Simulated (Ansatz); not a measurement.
Level of theory: PBE (plane waves to 420 eV, PAW; Ansatz, a program for electronic structure).

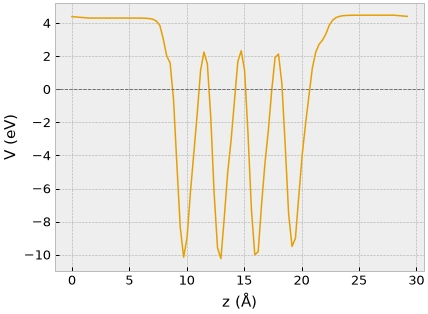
*Electrostatic potential energy of an electron, averaged over planes parallel to the surface, in eV from the highest filled level, for a constructed model of the (111)A surface of zinc-blende GaP, Ga-terminated, 2x2 Al adatom at T4 (bottom of the slab: 3 H on 4 bottom sites)*

Model: 36-atom slab, 13.4 Å thick at the start with caps and adatoms (thin: gaps and levels are the slab's own), 3x3x1 mesh, Fermi-Dirac 0.025 eV, dipole correction, 8 atoms held, the rest relaxed; symmetry of the start imposed; no spin, no spin-orbit, no U. In PBE it is, or lies within 0.01 eV a 1x1 cell of, the lowest of the 2 structures of its composition computed so far; subsurface sites and larger cells were not tried.

The vacuum level lies 4.47 eV above the highest filled level over the top face and 4.30 eV above it under the bottom face.
